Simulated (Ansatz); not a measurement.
The calculation's input:

```
crystal:
  periodic: [false, false, false]
  atoms:
    - {symbol: C, position_ang: [-0.560782, -2.151856, -1.286360]}
    - {symbol: O, position_ang: [-0.524040, -1.340784, -0.159380]}
    - {symbol: Al, position_ang: [0.093972, 0.274294, 0.060929]}
    - {symbol: C, position_ang: [2.054810, 0.469102, 0.099975]}
    - {symbol: C, position_ang: [-0.990651, 1.743028, -0.681151]}
    - {symbol: N, position_ang: [-0.451583, 0.183270, 2.032703]}
    - {symbol: H, position_ang: [-1.157431, -1.711724, -2.099247]}
    - {symbol: H, position_ang: [0.442769, -2.355400, -1.688899]}
    - {symbol: H, position_ang: [-1.013137, -3.120908, -1.042070]}
    - {symbol: H, position_ang: [2.372542, 1.434177, 0.511402]}
    - {symbol: H, position_ang: [2.547285, -0.316130, 0.684597]}
    - {symbol: H, position_ang: [2.479037, 0.413980, -0.908893]}
    - {symbol: H, position_ang: [-2.063389, 1.611002, -0.500310]}
    - {symbol: H, position_ang: [-0.706320, 2.720964, -0.275640]}
    - {symbol: H, position_ang: [-0.868154, 1.816866, -1.767585]}
    - {symbol: H, position_ang: [-1.157104, 0.856426, 2.308895]}
    - {symbol: H, position_ang: [-0.854863, -0.750166, 2.074484]}
    - {symbol: H, position_ang: [0.319537, 0.235162, 2.688351]}
basis:
  gaussian: {orbitals: def2-TZVPP}
hamiltonian: {xc: pbe0, dispersion: d4}
output: {orbitals: {seedname: orbitals}}
```

Run with:

```sh
ansatz run in.yaml --threads 4 --pin off --events-out ev --progress --plain --max-ram 11315MiB
```

Geometry: PBE0-D4/def2-TZVP.

Method: RKS PBE0-D4/def2-TZVPP in Ansatz 0.2.0.

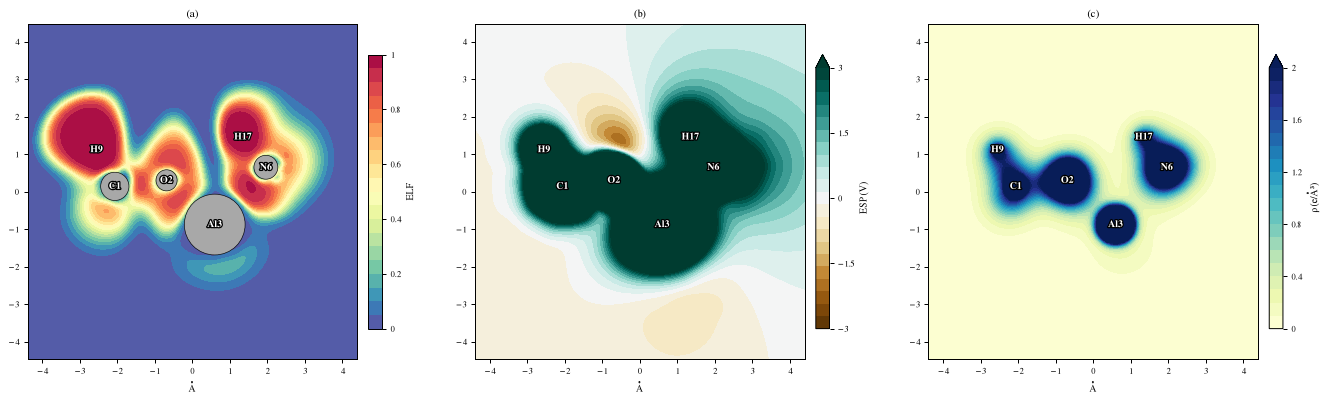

C3H12AlNO. (a) ELF; (b) electrostatic potential; (c) electron density on the plane of atoms O2, C1 and H9. Grey discs cover the atomic cores in the ELF map.

What does the map show?

The plane passes through C, O, Al, N and H nuclei. C–O (1.39 Å): the density is about 2.1 e/Å³ at the midpoint, with its minimum of 1.8 e/Å³ about 0.5 Å from C; the ELF peaks at about 0.85 between the atoms; a polar covalent bond. Al–O (1.74 Å): ρ is about 0.81 e/Å³ halfway; the ELF peaks at about 0.90 in the valence shell of O, 0.6 Å from its nucleus, and is about 0.45 at the midpoint. Al–N (2.05 Å): the density is about 0.49 e/Å³ at the midpoint; the ELF peaks at about 0.95 in the valence shell of N, 0.6 Å from its nucleus, and is about 0.75 at the midpoint. N–H (1.02 Å): ρ is about 2.9 e/Å³ halfway; the ELF climbs to about 1 towards the hydrogen, as it does in any bond to H: a covalent bond by its length. C–H (1.10 Å): the density is about 2 e/Å³ at the midpoint; the ELF climbs to about 1 towards the hydrogen (a covalent bond by its length). The ELF also peaks beside O2, away from the bonds: lone-pair regions. Outside the dense part of the molecule the potential is most negative (−2.0 V) near O2.
